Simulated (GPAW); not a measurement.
## ScAl3: optical spectrum from first principles

Aim: the dielectric function of ScAl3, and the optical constants that follow from it.

Program: GPAW 26.7.0. Level of theory: DFT, PBE, plane-wave PAW (GPAW data sets), scalar-relativistic, RPA, optical limit. Results are calculated unless marked as measured.

## (1) The starting structure

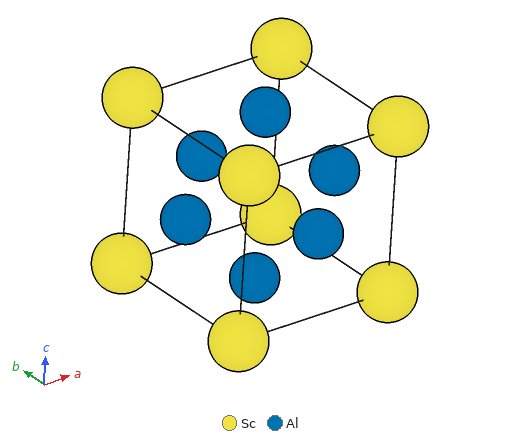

The starting structure, seen from a free direction (scandium yellow, aluminium blue). Some periodic images of atoms are drawn too.

Coordinates:

```cif
data_structure
_symmetry_space_group_name_H-M 'Pm-3m'
_symmetry_Int_Tables_number 221
_cell_length_a 4.0878
_cell_length_b 4.0878
_cell_length_c 4.0878
_cell_angle_alpha 90.000
_cell_angle_beta 90.000
_cell_angle_gamma 90.000
_cell_volume 68.31
loop_
_atom_site_label
_atom_site_type_symbol
_atom_site_symmetry_multiplicity
_atom_site_Wyckoff_symbol
_atom_site_fract_x
_atom_site_fract_y
_atom_site_fract_z
_atom_site_occupancy
Sc1 Sc 1 a 0.00000 0.00000 0.00000 1
Al1 Al 3 c 0.50000 0.50000 0.00000 1
```

## (2) Bands for the response

At the fixed density, many empty bands are solved on the mesh of the response, since the spectrum sums over them.

This step: DFT, PBE, plane-wave PAW (GPAW data sets), scalar-relativistic, bands at fixed density (GPAW 26.7.0).

Contents of nscf.py:

```python
from ase.dft.bandgap import bandgap
from gpaw import GPAW, FermiDirac

calc = GPAW('gs.gpw').fixed_density(kpts={'size': (11, 11, 11), 'gamma': True}, nbands=48, convergence={'bands': 42},
                                    occupations=FermiDirac(0.05), txt='nscf.txt')
print('gap (eV)', bandgap(calc, output=None)[0])
print('direct gap (eV)', bandgap(calc, direct=True, output=None)[0])
print('top band over the Fermi level (eV)', min(calc.get_eigenvalues(kpt=k)[41] for k in range(len(calc.get_ibz_k_points()))) - calc.get_fermi_level())
calc.write('full.gpw', mode='all')
```

The run is started by

```bash
OMP_NUM_THREADS=1 python nscf.py
```

Numbers of over 12 decimals in the logs are rounded to 6 here.

The program printed:

```text
Diagonalizing LCAO Hamiltonian
Converting LCAO to pw mode
convergence criteria:
- Maximum integral of absolute [eigenst]ate change: 4e-08 eV^2 / valence electron
maximum number of iterations: 150

SCF iterations
|iter     |      energy | eigst |  dens |
|iter:   1||             | +3.56 |       |
|iter:   2||             | +2.38 |       |
|iter:   3||             | +1.75 |       |
|iter:   4||             | +1.04 |       |
|iter:   5||             | +0.47 |       |
|iter:   6||             | -0.35 |       |
|iter:   7||             | -1.01 |       |
|iter:   8||             | -1.85 |       |
|iter:   9||             | -2.56 |       |
|iter:  10||             | -3.40 |       |
|iter:  11||             | -4.07 |       |
|iter:  12||             | -4.84 |       |
|iter:  13||             | -5.50 |       |
|iter:  14||             | -6.22 |       |
|iter:  15||             | -6.80 |       |
|iter:  16||             | -7.33 |       |
|iter:  17||             | -7.73c|       |
SCF steps: 17
  __  _  _
 | _ |_)|_||  |
 |__||  | ||/\| - 26.7.0

Versions:
  Python: 3.12.14
  ASE:    3.29.0
  Numpy:  2.5.5
  Scipy:  1.18.1
  Libxc:  7.0.0

Input parameters:
  mode=PW(ecut=500.0),
  convergence={'bands': 42},
  gpts=array([24, 24, 24]),
  kpts=MonkhorstPack(size=(11, 11, 11), gamma=True),
  maxiter=150,
  nbands=48,
  occupations=Occupations(name='fermi-dirac', width=0.05, fixmagmom=False),
  parallel={},
  xc=XC(name='PBE')

--- standard output ---
gap (eV) 0.0
direct gap (eV) 0.0
top band over the Fermi level (eV) 21.338238
```

Elapsed: 3.5 min, on 1 thread of Arm Neoverse N1, shared host; peak memory 0.26 GiB.

## (3) Dielectric function, RPA

Transitions between filled and empty bands, summed over the zone, give the optical response, so mesh, band count and broadening shape it.

The induced potential is part of this response.

This step: DFT, PBE, plane-wave PAW (GPAW data sets), scalar-relativistic, RPA, optical limit (GPAW 26.7.0).

Contents of df.py:

```python
from gpaw.response.df import DielectricFunction

df = DielectricFunction('full.gpw', frequencies={'type': 'nonlinear', 'domega0': 0.03, 'omega2': 8},
                        ecut=50,
                        eta=0.15,
                        nbands=42,
                        rate=0.05,
                        txt='df.txt')
for direction in ['x']:
    df.get_dielectric_function(xc='RPA', direction=direction, filename=f'df_{direction}.csv')
```

The run is started by

```bash
OMP_NUM_THREADS=1 python df.py
```

The program printed:

```text
Using integrator: PointIntegrator
NonLinearFrequencyDescriptor(from 0.000 to 75.754 eV, 514 points)
Nonperiodic BCs:  [False False False]
Using integrator: PointIntegrator
NonLinearFrequencyDescriptor(from 0.000 to 75.754 eV, 514 points)
Nonperiodic BCs:  [False False False]
Using integrator: PointIntegrator

Calculating chi0 body with:
    Ground state adapter containing:
    Number of spins: 1
    Number of kpoints: 1331
    Number of irreducible kpoints: 56
    Number of completely occupied states: 8
    Number of partially occupied states: 12

    Linear response parametrization:
    q_c: [0.0, 0.0, 0.0]
    Number of frequency points: 514
    Planewave cutoff: 50.0
    Number of bands: 42
    Number of planewaves: 57
    Broadening (eta): 0.15

Integrating chi0 body.

Symmetries of q_c:
    Direct symmetries (Uq -> q): 48
    Indirect symmetries (TUq -> q): 0
In total 48 allowed symmetries.

56 groups of equivalent kpoints. 95.792637% reduction.

Integral kind: spectral function

Calculating chi0 optical extensions with:
    Ground state adapter containing:
    Number of spins: 1
    Number of kpoints: 1331
    Number of irreducible kpoints: 56
    Number of completely occupied states: 8
    Number of partially occupied states: 12

    Linear response parametrization:
    Number of frequency points: 514
    Planewave cutoff: 50.0
    Number of bands: 42
    Number of planewaves: 57
    Broadening (eta): 0.15
Integrating chi0 head and wings.

Symmetries of q_c:
    Direct symmetries (Uq -> q): 48
    Indirect symmetries (TUq -> q): 0
In total 48 allowed symmetries.

56 groups of equivalent kpoints. 95.792637% reduction.

Integral kind: spectral function wings

Calculating drude chi0 with:
    Number of frequency points:514
    Plasma frequency decay rate: 0.05 eV

    Ground state adapter containing:
    Number of spins: 1
    Number of kpoints: 1331
    Number of irreducible kpoints: 56
    Number of completely occupied states: 8
    Number of partially occupied states: 12

Symmetries of q_c:
    Direct symmetries (Uq -> q): 48
    Indirect symmetries (TUq -> q): 0
In total 48 allowed symmetries.

56 groups of equivalent kpoints. 95.792637% reduction.

Integral kind: intraband
Plasma frequency:
[[5.61-0.j 0.  -0.j 0.  +0.j]
 [0.  -0.j 5.61-0.j 0.  +0.j]
 [0.  +0.j 0.  +0.j 5.61-0.j]]
```

The job ended after 32 s (1 thread; peak memory 0.31 GiB).

Some rows of df_x.csv (energy; Re and Im without local fields; Re and Im with them):

```text
0.000000, 12653.455945, -0.000000, 12652.892487, -0.000000
0.460735, -110.230588, 42.854677, -110.825342, 42.822564
0.943989, -7.269673, 23.114636, -7.938244, 22.860538
1.451455, 11.721146, 19.021681, 10.938224, 18.579462
1.984998, 0.319442, 31.636399, 0.117590, 30.982138
2.546682, -3.829923, 20.975337, -3.975498, 20.357176
3.138794, -6.517870, 15.718484, -6.316489, 15.196133
3.763875, -2.876126, 13.454557, -2.552434, 12.713410
4.424758, -4.975995, 13.448931, -4.402427, 13.044100
5.124608, -7.539288, 8.880590, -7.019781, 8.946299
5.866977, -6.896779, 5.911754, -6.566202, 6.242329
6.655862, -5.538577, 3.117864, -5.431050, 3.375920
7.495775, -4.152134, 1.712952, -4.087297, 1.897579
8.391833, -3.064655, 0.832903, -3.148340, 1.009001
9.349861, -2.072423, 0.601759, -2.125596, 0.698488
10.376517, -1.416154, 0.349895, -1.469729, 0.432236
11.479449, -0.933244, 0.239492, -1.017461, 0.294784
12.667487, -0.512661, 0.140784, -0.581930, 0.157320
13.950874, -0.198578, 0.105134, -0.260276, 0.119735
```

The Im ε, E ∥ x has structure finer than the step of the table below, so its rows give means over 1 eV, whole bins alone (the curve runs from 0.305 to 14.0 eV). Peaks (eV: height): 1.8: 34.5.

Sum at mesh points, not converged in k. Im ε, E ∥ x against photon energy; means over each step:

```csv
photon energy (eV),"Im ε, E ∥ x"
1,21.8
2,27.7
3,17.1
4,12.9
5,9.99
6,5.37
7,2.61
8,1.39
9,0.753
10,0.508
11,0.354
12,0.217
13,0.149
```

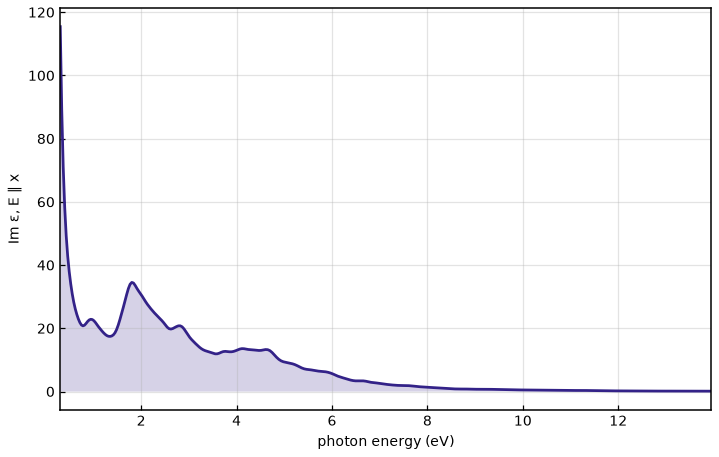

Im ε, E ∥ x, plotted against photon energy.

Values under 1 per cm are given as 1; sum at mesh points, not converged in k. The absorption coefficient, E ∥ x by photon energy:

```
photon energy (eV)  absorption coefficient, E ∥ x (1/cm)
              1.01                                 3.9e5
              1.99                                 7.9e5
              3.02                                 1.1e6
              3.98                                 1.1e6
              4.98                                 1.6e6
              6.02                                 1.7e6
              6.99                                 1.6e6
              8.03                                 1.6e6
              9.02                                 1.4e6
             10.03                                 1.3e6
             11.03                                 1.2e6
             12.02                                 1.1e6
             13.00                                 9.2e5
```

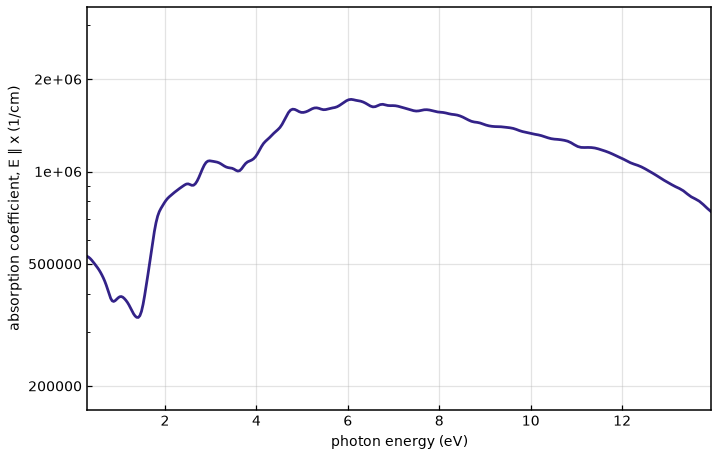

Absorption coefficient, E ∥ x, plotted against photon energy.

Sum at mesh points, not converged in k. The loss function −Im 1/ε at q → 0, E ∥ x by energy loss; read off at these points:

| energy loss (eV) | loss function −Im 1/ε at q → 0, E ∥ x |
| --- | --- |
| 1 | 0.0412 |
| 2 | 0.0326 |
| 3 | 0.0499 |
| 4 | 0.0744 |
| 5 | 0.0675 |
| 6 | 0.0713 |
| 7 | 0.0808 |
| 8 | 0.0929 |
| 9 | 0.119 |
| 10 | 0.162 |
| 11 | 0.225 |
| 12 | 0.297 |
| 13 | 0.592 |

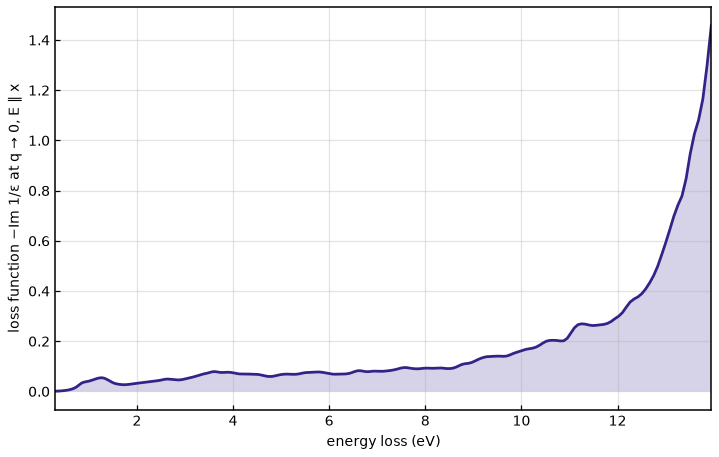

Loss function −Im 1/ε at q → 0, E ∥ x, plotted against energy loss.

Sum at mesh points, not converged in k. Reflectivity at normal incidence, E ∥ x against photon energy; read off at these points:

```csv
photon energy (eV),"reflectivity at normal incidence, E ∥ x (%)"
1.0,61.3
2.0,60.5
3.0,60.1
4.0,50.5
5.0,61.6
6.0,66.2
7.0,71.2
8.0,74.4
8.6,78.2
9.0,76.3
10.0,75.6
11.0,76.0
12.0,77.9
13.0,75.3
```

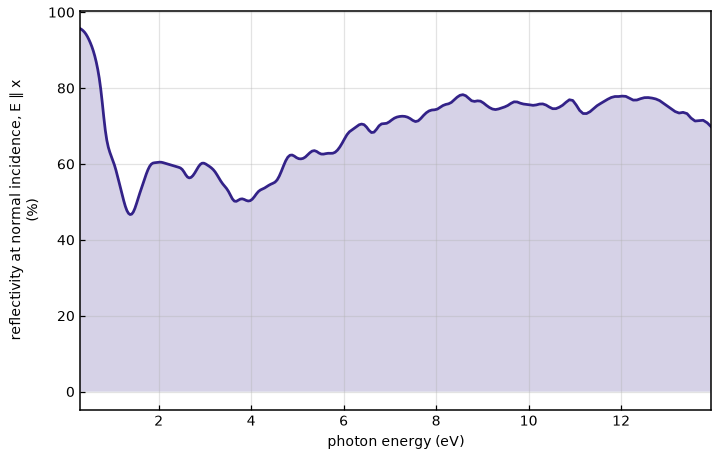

Reflectivity at normal incidence, E ∥ x, plotted against photon energy.

The Im ε, E ∥ x has structure finer than the step of the table below, so its rows give means over 1 eV, whole bins alone (the curve runs from 0.305 to 14.0 eV). Peaks (eV: height): without local fields 1.8: 35.4; with local fields 1.8: 34.5.

Sum at mesh points, not converged in k. The Im ε, E ∥ x by photon energy; means over each step:

| photon energy (eV) | without local fields | with local fields |
| --- | --- | --- |
| 1 | 22.0 | 21.8 |
| 2 | 28.4 | 27.7 |
| 3 | 17.7 | 17.1 |
| 4 | 13.4 | 12.9 |
| 5 | 9.97 | 9.99 |
| 6 | 5.04 | 5.37 |
| 7 | 2.40 | 2.61 |
| 8 | 1.20 | 1.39 |
| 9 | 0.648 | 0.753 |
| 10 | 0.431 | 0.508 |
| 11 | 0.287 | 0.354 |
| 12 | 0.185 | 0.217 |
| 13 | 0.133 | 0.149 |

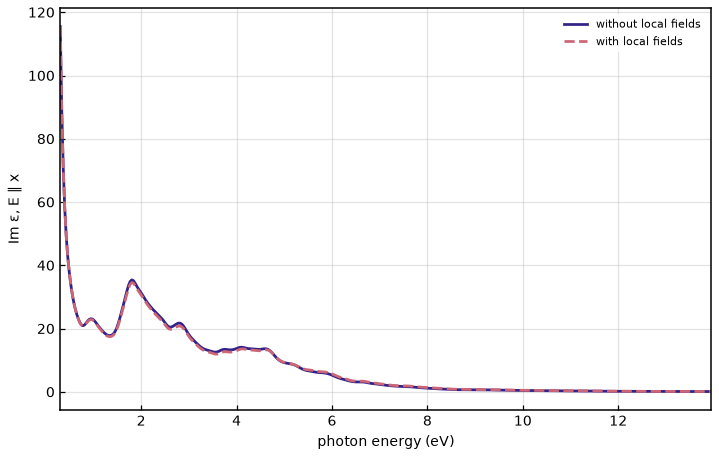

Im ε, E ∥ x against photon energy.

Optical constants at common wavelengths, from n + ik = √ε:

```
wavelength (nm)     n      k  R (%)     1/α
           1064  3.04  3.193   54.1   27 nm
            800  4.53  2.484   50.7   26 nm
            633  4.02  3.924   60.4   13 nm
            450  2.98  3.465   57.2   10 nm
            405  2.36  3.478   59.7  9.3 nm
            248  1.52  3.077   61.6  6.4 nm
            193  0.69  2.547   70.4  6.0 nm
```

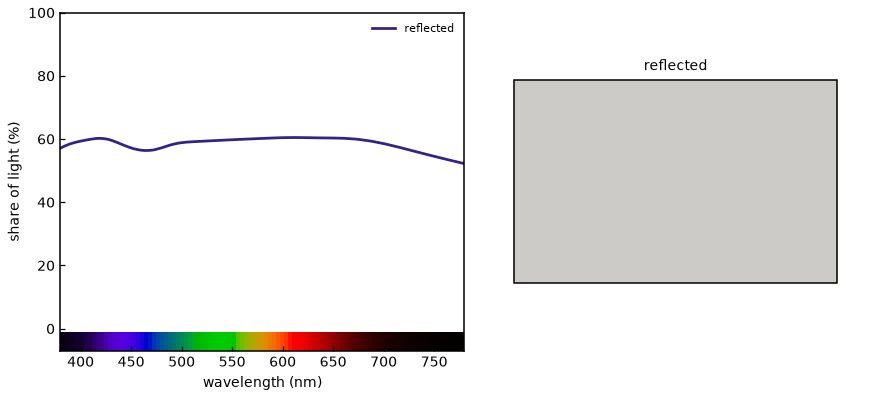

Light reflected across the visible range, with the colour that it makes of daylight (sRGB).

A polished face would reflect 60 % of daylight and look light grey (CIE x = 0.317, y = 0.333 under D65).

## (4) Results

In words: At this level (PBE, RPA) ScAl3 is a metal. The mesh is too coarse to trust the carriers' weight, the reflectivity or the colour to better than tens of per cent. A polished face would reflect 60 % of daylight and look light grey (CIE x = 0.317, y = 0.333 under D65). The carriers' damping of 0.05 eV is typed, not computed; it shapes the response at the lowest energies. In this version of GPAW the matrix elements of the optical limit are incomplete, which can lower ε − 1 by up to a tenth where first-row anions or d states rule, and shift it by more in d metals. GPAW's carrier term has the form −ωp²/(ω + i·rate)², which damps like twice the rate and fails at low energy, so the curves leave the lowest energies out. The sum runs over mesh points 0.14 Å⁻¹ apart with no interpolation, so peaks are partly noise of the mesh, and the Drude plasma energy, a sum over the Fermi surface, isn't converged.

[Machine, clock and banner lines and Python warnings are left out of the logs.]

[Logs are printed without paths, hosts, clocks, repeated set-up lines and the standing remarks that a program may print on its own settings, such as how far it seeks lower states.]

[Hosts, paths, dates, database ids (printed as entryN), source tags and the programs' standing remarks are cut or masked in the printed files.]
